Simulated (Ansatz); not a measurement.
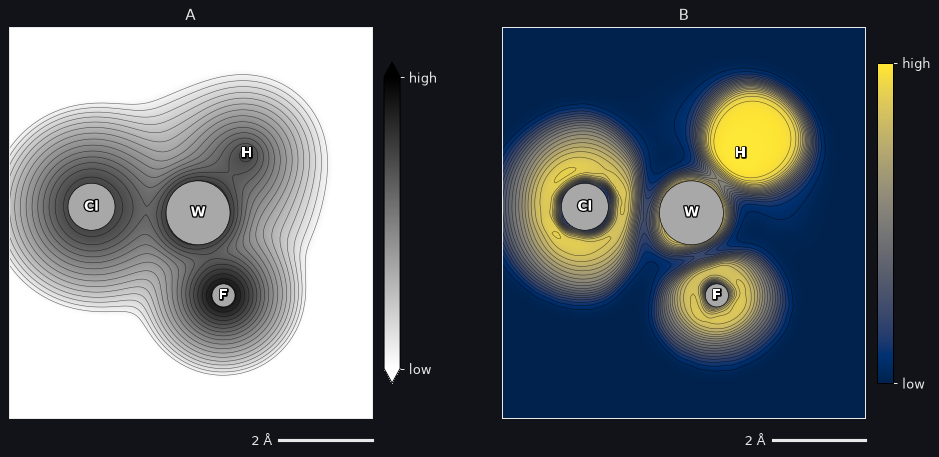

ClFH$_{4}$W···H$_{2}$: 2 fields on the plane of atoms Cl2, W1 and F5, with unlabelled colour scales. Grey discs cover the atomic cores.

Core potentials replace the inner electrons of W.

Level of theory: Ansatz, RHF/def2-SVP.

The panels show electron density and electron localisation function in some order. Assign them.

Answer. Panel A: electron density. Panel B: electron localisation function. From the grid: W–F (1.87 Å): ρ at the midpoint is about 1 e/Å³; the ELF peaks at about 0.85 in the valence shell of F, 0.5 Å from its nucleus, and drops to about 0.20 between the two atoms. W–Cl (2.31 Å): ρ at the midpoint is about 0.66 e/Å³; the ELF peaks at about 0.85 in the valence shell of Cl, 0.8 Å from its nucleus, and is about 0.40 at the midpoint.
